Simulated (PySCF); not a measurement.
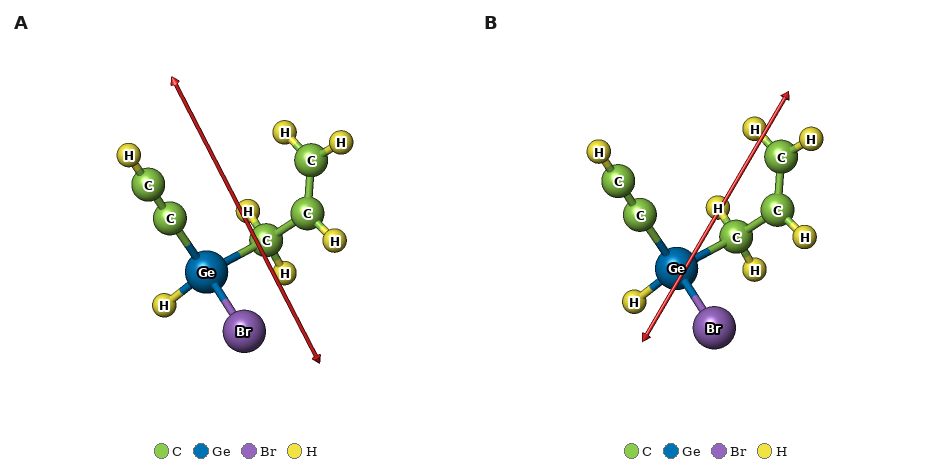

The double arrows show the directions of two transition dipoles from the ground state (lengths mean nothing). The computed structure is the end point of a GFN2-xTB optimisation. No frequency run is at hand to confirm it as a minimum. Method: TDDFT CAM-B3LYP/def2-SVPD, vertical, gas phase, core orbitals frozen in the response (PySCF 2.14.0).

One belongs to singlet state 3 and one to singlet state 7. Which is which?

A: state 3, 6.21 eV (199 nm), oscillator strength 0.020, mainly HOMO−1 → LUMO (weight 0.60).
B: state 7, 6.79 eV (182 nm), oscillator strength 0.13, of mixed character, with the largest part HOMO → LUMO+1 (weight 0.36).

The geometry is semi-empirical. Around Br, Ge such bond lengths and angles can be off by a tenth of an ångström or more and by several degrees, and values that hang on the shape move with them.
